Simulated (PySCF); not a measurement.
SMILES c1cccc(c1)[SiH2]COC (C₈H₁₂OSi), singlet at its GFN2-xTB optimised geometry (Å):

```
22

C     -0.7638    -4.0259    -0.0832
O     -1.4258    -2.7900    -0.0523
C     -0.5461    -1.6836    -0.0360
Si    -1.6826    -0.1540    -0.0007
C     -0.6526     1.4329     0.0000
C     -1.2999     2.6664     0.0005
C     -0.5901     3.8525     0.0003
C      0.7950     3.8298    -0.0001
C      1.4590     2.6154     0.0000
C      0.7403     1.4329     0.0000
H     -0.1376    -4.1189    -0.9806
H     -0.1267    -4.1579     0.8014
H     -1.5316    -4.7973    -0.0954
H      0.1023    -1.7085    -0.9238
H      0.1122    -1.7425     0.8429
H     -2.5030    -0.2148     1.2148
H     -2.5396    -0.1886    -1.1914
H     -2.3800     2.6890     0.0008
H     -1.1147     4.7973     0.0003
H      1.3536     4.7545    -0.0006
H      2.5396     2.5905    -0.0001
H      1.2709     0.4912    -0.0001
```

Computed with CAM-B3LYP/def2-SVP run with PySCF.

Map of the HOMO amplitude (bohr^(-3/2)) on the plane z = 1.2 Å; orbital energy -8.45 eV, overall sign arbitrary:

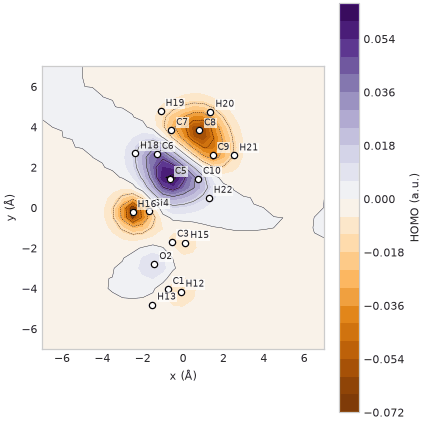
Figure. HOMO amplitude (bohr^(-3/2)) on the plane z = 1.2 Å.
